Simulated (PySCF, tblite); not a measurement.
# C₄H₁₁BOSi₂: geometry, infrared bands and NMR shifts

Wanted: the infrared bands and NMR shifts of C₄H₁₁BOSi₂ (`B[Si@](O)(C#CC)C[SiH3]`), by calculation.

Computed with tblite 0.8.0 and PySCF 2.14.0, with density-fitted response routines of our own, on a single molecule in the gas phase. Atoms count from 0, in the outputs and in this text.

### 1 The starting structure

19 atoms, charge 0, multiplicity 1; geometry from: force field or distance geometry start.

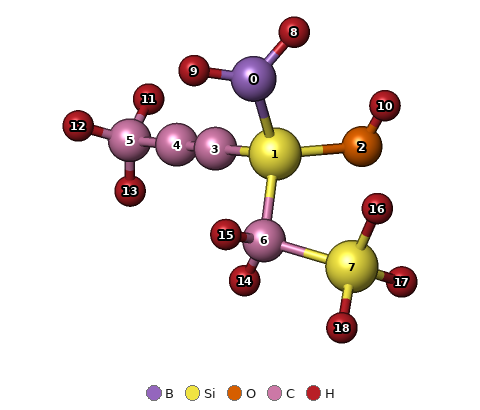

As it starts; boron purple, silicon yellow, oxygen orange, carbon pink, hydrogen red, atoms numbered; sticks join atoms by distance.

### 2 Relaxing the molecule with GFN2-xTB

What the job is given:

```
{"job": {"kind": "relax", "xc": "GFN2-xTB", "basis": "xTB"}, "charge": 0, "multiplicity": 1}
B     -0.869100     2.204800    -0.092800
Si    -0.351400     0.417000     0.451500
O     -0.513500     0.249000     2.184200
C      1.379900     0.123300    -0.040700
C      2.544600    -0.074000    -0.338600
C      3.944500    -0.313900    -0.715500
C     -1.398600    -0.857700    -0.355600
Si    -2.844600    -1.208900     0.804800
H     -1.027600     3.018200     0.753200
H     -0.591800     2.523200    -1.188000
H     -0.823400     1.080700     2.593200
H      4.643000     0.155700     0.035500
H      4.104000     0.134800    -1.685500
H      4.147900    -1.405300    -0.700600
H     -0.870400    -1.775300    -0.596600
H     -1.797900    -0.420400    -1.300000
H     -3.470900     0.075300     1.156300
H     -2.369700    -1.913800     2.008300
H     -3.844900    -2.003500     0.080200
```

Command:

```console
$ OMP_NUM_THREADS=1 python probes_run.py task.json out
```

This one command runs all jobs of the session in turn.

**Question.** This job is followed by: GFN2-xTB harmonic vibrations, gas phase; GIAO PBE0/pcSseg-1 NMR shielding, non-relativistic, gas phase. What will the session give for the following? strongest single infrared mode (GFN2-xTB); zero-point energy (GFN2-xTB); 13C shifts against TMS (PBE0/pcSseg-1); 1H shifts against TMS (PBE0/pcSseg-1, means over atoms taken as alike); 11B shifts against BF3·OEt2 (PBE0/pcSseg-1); 29Si shifts against TMS (PBE0/pcSseg-1); 17O shifts against H2O (PBE0/pcSseg-1).

The runs gave:

| quantity | value |
| --- | --- |
| strongest single infrared mode (GFN2-xTB) | 803 cm⁻¹, 497 km/mol |
| zero-point energy (GFN2-xTB) | 82.1 kcal/mol |
| 13C shifts against TMS (PBE0/pcSseg-1) | 114.6, 86.9, 6.1, -1.3 ppm |
| 1H shifts against TMS (PBE0/pcSseg-1, means over atoms taken as alike) | 10.18, 3.89, 2.04, 1.09, 0.54, -0.12 ppm |
| 11B shifts against BF3·OEt2 (PBE0/pcSseg-1) | 113.9 ppm |
| 29Si shifts against TMS (PBE0/pcSseg-1) | -21.6, -75.6 ppm |
| 17O shifts against H2O (PBE0/pcSseg-1) | 35.7 ppm |

**Reading.** The optimisation took 168 steps and gained 0.547 eV; among the close pairs (by a distance rule), Si1–O2 changed most, from 1.748 to 1.650 Å. All 51 modes are real, so the xTB geometry is a minimum. GFN2-xTB is a fitted tight-binding method: band positions and strengths are rough. Its intensities can rank the bands wrongly.
